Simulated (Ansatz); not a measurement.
```yaml
atoms:
  - { symbol: N, position_ang: [-0.4012, 0.0446, -1.4698] }
  - { symbol: C, position_ang: [0.5659, -0.1997, -0.4797] }
  - { symbol: C, position_ang: [0.3346, -0.1132, 0.8297] }
  - { symbol: O, position_ang: [-0.7941, 0.3811, 1.3776] }
  - { symbol: F, position_ang: [1.2427, -0.5103, 1.7404] }
  - { symbol: H, position_ang: [-1.2326, 0.4611, -1.0552] }
  - { symbol: H, position_ang: [-0.0515, 0.6886, -2.1773] }
  - { symbol: H, position_ang: [1.5468, -0.5414, -0.8118] }
  - { symbol: H, position_ang: [-1.1222, -0.2570, 2.0289] }
```

Computed with RKS PBE0-D4/cc-pVDZ (Ansatz).

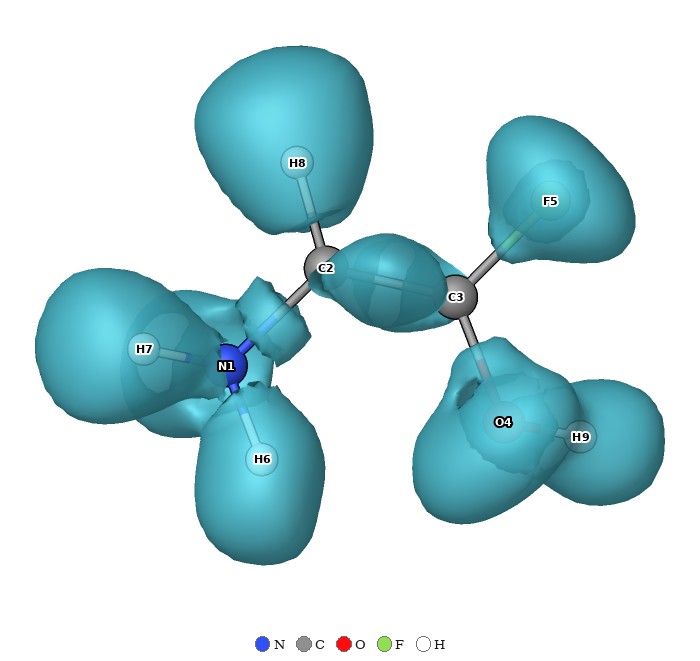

C$_{2}$H$_{4}$FNO (SMILES NC=C(O)F). Isosurface of the electron localisation function at 0.75 (cyan), seen at a tilt. Only the valence region is drawn (cores and ρ < 0.01 e/Å³ removed).

**Identify the bonds, lone pairs and shells in this picture.**

The ELF exceeds this value in one region between bonded C–C atoms (shared pairs), one region around a hydrogen nucleus, one region on F in which the atom's valence shell and bonds are merged, one joined region spread over several atoms (H, N), in which their bonds and any lone pairs are merged and one joined region spread over several atoms (H, O), in which their bonds and any lone pairs are merged. Profiles from the grid: C–C (1.33 Å): the ELF peaks at about 0.95 between the atoms: a short, multiple covalent bond. C–F (1.35 Å): the ELF peaks at about 0.85 between the atoms: a shared but strongly polarised pair.
